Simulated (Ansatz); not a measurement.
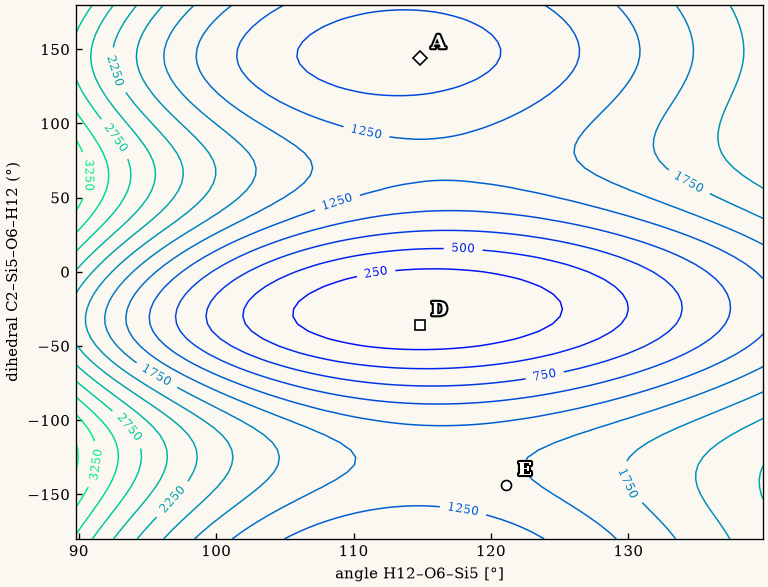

C2H6FNOSi, SMILES CC1(F)N[SiH]1O. Coordinates scanned: (1) angle H12–O6–Si5; (2) dihedral C2–Si5–O6–H12. Nothing is relaxed (all other coordinates rigid). Grid: 9 × 10 points. Points are written as (first, second). Energies: cm⁻¹, counted from the relaxed molecule at the same level. Method: RKS PBE-D4/def2-SVP (Ansatz 0.2.0).

The picture shows contour lines labelled in cm⁻¹, lettered points. Between grid points the surface is interpolated.

**Is A the lowest point of the computed grid?**

No. A lies 833 cm⁻¹ above the lowest grid point, which is at (114.8°, −36°). It is a local minimum.

**What kind of point is each of A, D: minimum, saddle, maximum or slope?**

A: minimum; D: minimum. (In these two coordinates alone; a stationary point may lie a little off the grid point.)
